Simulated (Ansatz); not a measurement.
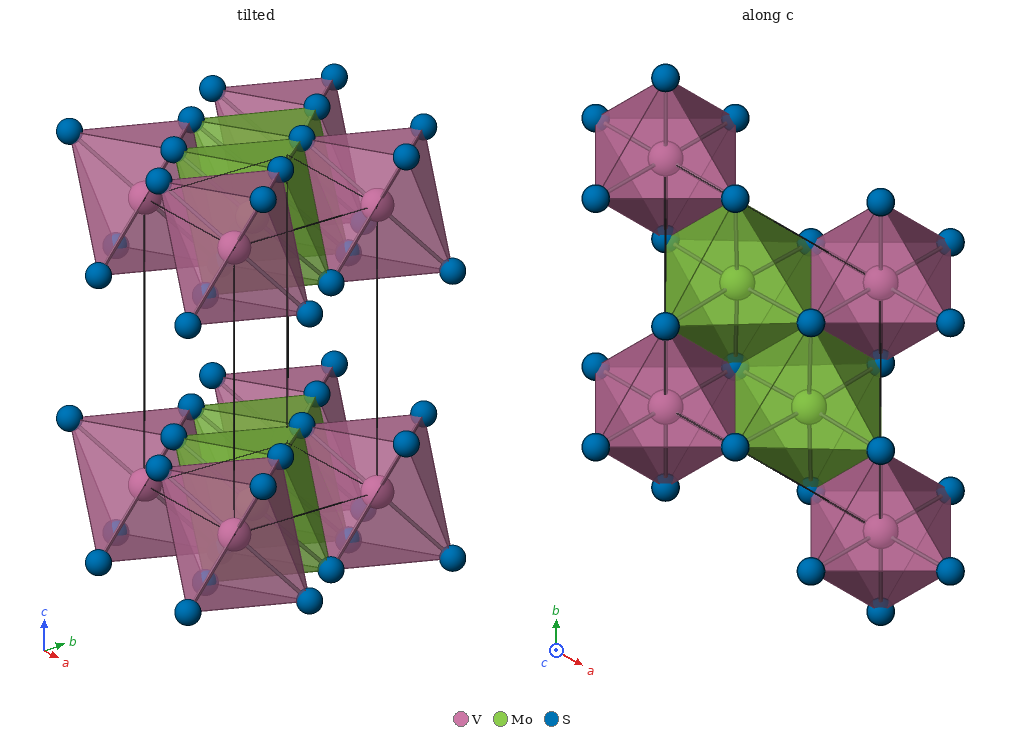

The image is a polyhedral drawing of a crystal, viewed slightly off an axis and along the c axis. Atoms at the boundary of the conventional unit cell (the box) are drawn once for each face, edge or corner they touch. A few atoms beyond the faces are included.

VMo2S6, space group P-31m (No. 162), a = 5.512 Å, b = 5.512 Å, c = 6.931 Å, α = 90.00°, β = 90.00°, γ = 120.00°. It goes back to a structure type filled with these elements by a generator (whether the compound takes this form wasn't checked). Earlier steps of the study may have refined or changed the cell and positions. It was run through Ansatz as a DFT input.

This one geometry was computed with Ansatz (DFT, plane waves, PAW) at three levels of theory: PBE, LDA and r2SCAN.

### Which level gives the highest pressure at this volume, and what does that say about its equilibrium volume?

Highest: PBE (0.0 GPa), which points to the largest equilibrium volume. Lowest, with the smallest volume: LDA (-6.3 GPa). Levels within 0.5 GPa of each other can't be told apart.

### How does the band gap change with the level of theory?

All levels give a metal.

### Collect the results in a table.

| level | cutoff (eV) | k-mesh of the run's cell | gap (eV) | pressure (GPa) |
| --- | --- | --- | --- | --- |
| PBE | 420 | 12×12×6 | metal | 0.0 |
| LDA | 420 | 12×12×6 | metal | -6.3 |
| r2SCAN | 500 | 12×12×6 | metal | -1.0 |

Gaps are taken on the k-mesh or band path of each run.
